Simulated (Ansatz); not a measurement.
# KZnF3 (Pm-3m): least direct gap against volume

The cell of KZnF3 (Pm-3m) is scaled evenly and the response computed anew at each volume, on one mesh. The atoms keep their fractional positions.

Symmetry: Pm-3m, No. 221, cubic system. The conventional cell has a = 4.050 Å, b = 4.050 Å, c = 4.050 Å, α = 90.00°, β = 90.00°, γ = 90.00°. Zn on site b has 6 F at 2.02 Å as nearest neighbours. K on site a has 12 F at 2.86 Å as nearest neighbours. Around F on site c lie 2 Zn at 2.02 Å.

Method: Ansatz 0.2.0, r2SCAN, independent particles, k-mesh 6×6×6 with interpolation inside its cells, Gaussian parameter 0.1 eV.

Launch of the response step: `ansatz run input.yaml --threads 4 --pin off --max-ram 8192MiB --backend cpu --events-out ev --progress --plain --runs-dir out`. The series took 97 s in all, on 4 threads of Intel(R) Xeon(R) Processor @ 2.70GHz, with other jobs on the host.

| V/V₀ | V (Å³, primitive cell) | least direct gap (eV) |
| --- | --- | --- |
| 0.94 | 62.44 | 7.146 |
| 0.96 | 63.77 | ? |
| 0.98 | 65.10 | 6.765 |
| 1.00 | 66.43 | 6.586 |
| 1.02 | 67.76 | 6.414 |
| 1.04 | 69.09 | 6.250 |
| 1.06 | 70.42 | 6.092 |

For small changes the quantity should be close to linear in ln V.

Working, on the rows shown:

| x = ln(V/V₀) | y = least direct gap |
| --- | --- |
| -0.0618754 | 7.146 |
| -0.0202027 | 6.765 |
| 0 | 6.586 |
| 0.0198026 | 6.414 |
| 0.0392207 | 6.25 |
| 0.0582689 | 6.092 |

Means: x̄ = 0.005869, ȳ = 6.5422. Σ(x − x̄)(y − ȳ) = -0.08209, Σ(x − x̄)² = 0.009356. Slope = -0.08209 / 0.009356 = -8.775; intercept = ȳ − slope · x̄ = 6.5937. The line misses the rows shown by at most 0.0096 eV.

Question: Fill in the last column of the withheld row.

Answer: At x = -0.040822 the line gives y = 6.9519 eV. The run gave 6.951 eV, so the interpolation is off by 0.00086 eV, 0.1 % of the range in the table.

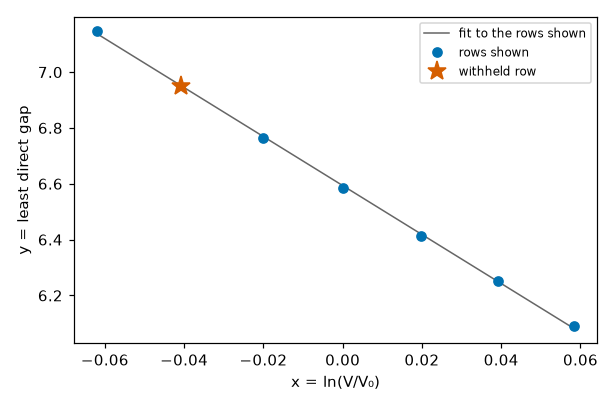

Between the rows on either side of x = 0 the slope is (6.414 − 6.765) / (0.019803 − (-0.020203)) = -8.774. That is a volume deformation potential of -8.8 eV: the least direct gap on this mesh widens by 88 meV for each per cent of compression. r2SCAN gaps are as a rule too small.
